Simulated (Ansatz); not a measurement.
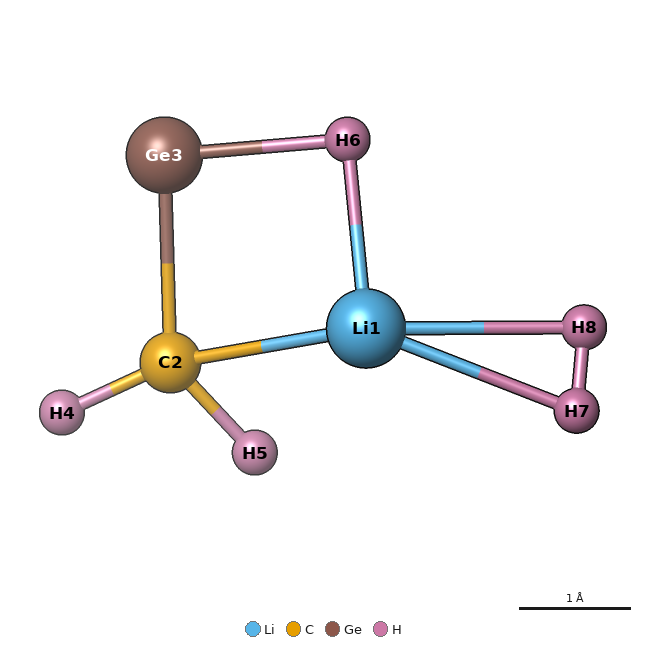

Orthographic view. Atoms fade into the background with distance from the viewer. The geometry was computed by an optimisation with PBE-D4/def2-SVP. No frequency run is at hand to confirm it as a minimum.

Write a Z-matrix (Å, degrees) in the order of the atom numbers, with these reference atoms: 2 to 1; 3 to 2, 1; 4 to 2, 3, 1; 5 to 2, 4, 3; 6 to 3, 2, 4; 7 to 1, 6, 3; 8 to 7, 1, 6.

```
Li 
C    1   1.988
Ge   2   1.888   1    80.0
H    2   1.105   3   113.8   1   165.6
H    2   1.125   4   106.4   3  -170.8
H    3   1.708   2    94.5   4   177.6
H    1   2.046   6   116.5   3   162.0
H    7   0.773   1    74.3   6    -2.3
```
